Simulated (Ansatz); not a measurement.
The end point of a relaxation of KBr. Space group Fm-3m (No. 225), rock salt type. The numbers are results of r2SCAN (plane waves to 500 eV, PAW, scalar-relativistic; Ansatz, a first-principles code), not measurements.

```cif
data_Br4K4
_chemical_formula_sum 'K4 Br4'
_space_group_name_H-M_alt 'Fm-3m'
_space_group_IT_number 225
_space_group_name_Hall '-F 4 2 3'
_cell_length_a 6.60957
_cell_length_b 6.60957
_cell_length_c 6.60957
_cell_angle_alpha 90.000
_cell_angle_beta 90.000
_cell_angle_gamma 90.000
loop_
_atom_site_label
_atom_site_type_symbol
_atom_site_symmetry_multiplicity
_atom_site_Wyckoff_symbol
_atom_site_fract_x
_atom_site_fract_y
_atom_site_fract_z
_atom_site_occupancy
K1 K 4 b 0.50000 0.50000 0.50000 1
Br1 Br 4 a 0.00000 0.00000 0.00000 1
```
(The calculation used a cell of 2 atoms; values per cell refer to that cell.)

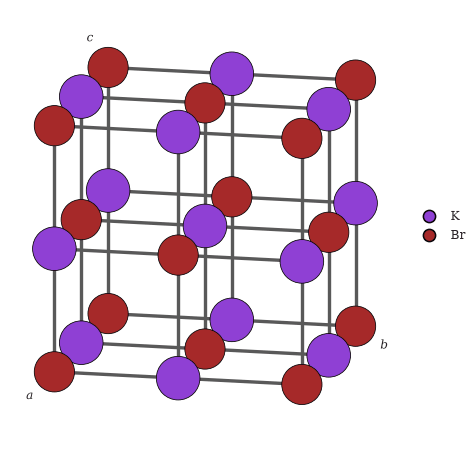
Figure. The conventional cell of the relaxed structure

| Quantity | Result |
|---|---|
| Volume per atom | 36.09 Å³ |
| Band gap | 5.06 eV, direct at Γ (no spin-orbit coupling) |
| Shortest distances | Br–K 3.30 Å |
| k-mesh | 9×9×9 |

Band energies at high-symmetry points (eV from the VBM; labels of this space group; no spin-orbit coupling), from −5 eV up to 7.9 eV:

```json
[
 {"point": "Γ", "energies": "0.00 0.00 0.00 5.06"},
 {"point": "X", "energies": "-0.82 -0.29 -0.29 6.36"},
 {"point": "U", "energies": "-0.70 -0.63 -0.33 7.11"},
 {"point": "K", "energies": "-0.70 -0.63 -0.33 7.11"},
 {"point": "L", "energies": "-1.16 -0.33 -0.33 7.12"},
 {"point": "W", "energies": "-0.59 -0.59 -0.53 7.93 7.93"}
]
```

No spin polarisation in the result.

Measured for KBr: a 6.541 Å (0 K or low temperature; as listed in Klaus Doll, Hermann Stoll, Phys. Rev. B (1998)); gap 7.4 eV (as listed in Aguado et al., arXiv (1998)). Computed minus measured — a: r2SCAN +1.0 %; gap: r2SCAN -2.34 eV. The computed values are for a static lattice, and a measured gap can be an optical one, lowered by exciton binding.

The run could not lose the symmetry of its start.
